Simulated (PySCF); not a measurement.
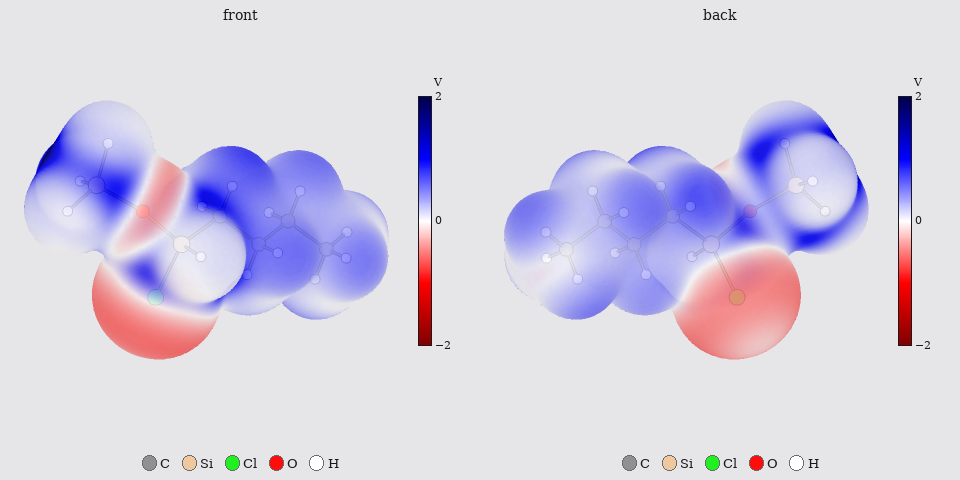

Figure. C4H13ClOSi2. The molecular electrostatic potential painted on the density surface at 0.002 e/bohr³, seen from the front and from behind; the colour scale runs from red (negative) to blue (positive).

Geometry: GFN2-xTB.

The calculation used PBE0/pcSseg-1, SCF density, gas phase, non-relativistic (PySCF 2.14.0).

The calculation's input:

```
{"job": {"kind": "nmr", "xc": "PBE0", "basis": "pcSseg-1"}, "charge": 0, "multiplicity": 1}
C     -3.715696    -0.231685     0.427214
C     -2.352621     0.418457     0.628727
C     -1.241802    -0.346070    -0.089020
C      0.126029     0.301111     0.124495
Si     1.549338    -0.644667    -0.699398
Cl     1.691572    -2.488652     0.091101
O      2.931872     0.143063    -0.428523
Si     4.358755     0.639203     0.169533
H     -3.966583    -0.273775    -0.630474
H     -3.714816    -1.247224     0.817429
H     -4.489583     0.333596     0.941827
H     -2.381113     1.445762     0.256997
H     -2.126925     0.459749     1.696926
H     -1.218501    -1.374931     0.276576
H     -1.463213    -0.384075    -1.158187
H      0.097471     1.323455    -0.257642
H      0.311190     0.383341     1.199553
H      1.454415    -0.755265    -2.149121
H      4.458801     2.027417    -0.270714
H      4.300856     0.510907     1.623977
H      5.381632    -0.222775    -0.417045
```

Command:

```sh
OMP_NUM_THREADS=1 python probes_run.py task.json out
```

> Where is the surface potential most negative and most positive?

The most negative region (about −0.6 V) lies over Cl6, the most positive (about +1.8 V) over Si8.

> What dipole moment does the calculation give?

Its dipole moment is 1.62 D.
